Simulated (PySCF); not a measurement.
ClH4Sb, SMILES `Cl.[SbH3]`.

Computed with PySCF, LC-wPBE/def2-SVP, geometry: GFN2-xTB. Core potentials replace the inner electrons of Sb; spin–orbit coupling isn't included. The pair's geometry is semi-empirical, so its contact may be too short or too long. GFN2-xTB bond lengths at metals and heavier atoms can be off by up to 0.1 Å and shapes distorted, which carries into these values. Without diffuse functions Rydberg states are missing, so the states' numbers hold for this basis only.

The calculation's input:

```python
import numpy as np
from pyscf import gto, scf, dft, tdscf
from pyscf.scf import atom_ks, atom_hf
from scipy.linalg import block_diag

def solve(mol, dm0=None, hcore=None):
    mf = (dft.UKS if mol.spin else dft.RKS)(mol, xc='lc_wpbe')
    mf.grids.level = 3
    mf = mf.density_fit(auxbasis='def2-universal-jkfit')
    mf.conv_tol, mf.max_cycle = 1e-8, 80
    if hcore is not None:
        mf.get_hcore = lambda *args: hcore
    mf.kernel(dm0)
    if not mf.converged:
        mf = mf.newton().run(mf.mo_coeff, mf.mo_occ, max_cycle=30)
    assert mf.converged, 'SCF not converged'
    return mf

mol = gto.M(atom='''
Cl    -2.21884     0.00485    -0.00002
H     -3.49844    -0.07211    -0.00226
Sb     0.74580    -0.05157    -0.00827
H      2.35951     0.41846     0.06281
H      0.41554     0.90862     1.34272
H      0.40798     1.29256    -0.98117
''', basis='def2-svp', ecp={'Sb': 'def2-svp'}, charge=0, spin=0, verbose=4)
mf = solve(mol)
td = mf.TDA()
td.nstates, td.singlet, td.conv_tol = 5, True, 1e-5
td.kernel()
td.analyze()
x, y = np.array([p[0] for p in td.xy]), np.array([p[1] + 0 * p[0] for p in td.xy])
f, mu = td.oscillator_strength(), td.transition_dipole()
nto = [td.get_nto(state=i + 1, verbose=4) for i in range(len(td.e))]
# spherically averaged free atoms, for the promolecule
atom_ks.AtomSphAverageRKS.init_guess_by_vsap = lambda self, mol=None: self.init_guess_by_minao(mol)  # core potentials
atm = atom_ks.get_atm_nrks(mol, xc='lc_wpbe')
pro = block_diag(*[(atm[a[0]][2] * atm[a[0]][3]) @ atm[a[0]][2].T for a in mol._atom])
np.savez('result.npz', e=td.e, f=f, ok=td.converged, w=[n[0] for n in nto], nto=[n[1] for n in nto], x=x, y=y, c=mf.mo_coeff, occ=mf.mo_occ, eps=mf.mo_energy, pro=pro, mu=mu)
```

Command:

```sh
OMP_NUM_THREADS=1 python input.py
```

The run took 44 s on 1 thread of Arm Neoverse V1, with other jobs on the host, peak memory 0.4 GiB.

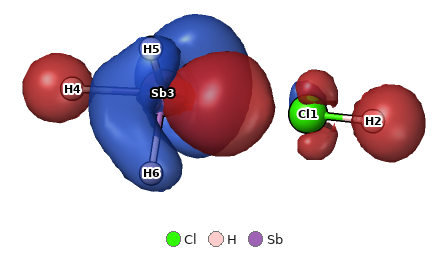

Unrelaxed difference density of S₂ less the ground state (TDA singlet states), ±0.02 e/Å³; red: gain, blue: loss.

How does the charge move on excitation?

Answer. 0.56 e is displaced in all, of which about 0.3 e passes between atoms: Sb3 (0.21 e) loses electrons and H2 (0.11 e) and Cl1 (0.08 e) gain them. The state: 6.83 eV (182 nm), f = 0.235 (bright), partly diffuse acceptor orbital, which a basis without diffuse functions describes poorly; the leading pair carries 94 %; hole on Sb3 (69 %), H5 and H6 (9 % each) and Cl1 (8 %), electron on Sb3 (48 %), Cl1 (15 %) and H2 and H4 (12 % each) (atom shares of so diffuse an orbital are rough); their centroids lie 0.5 Å apart.
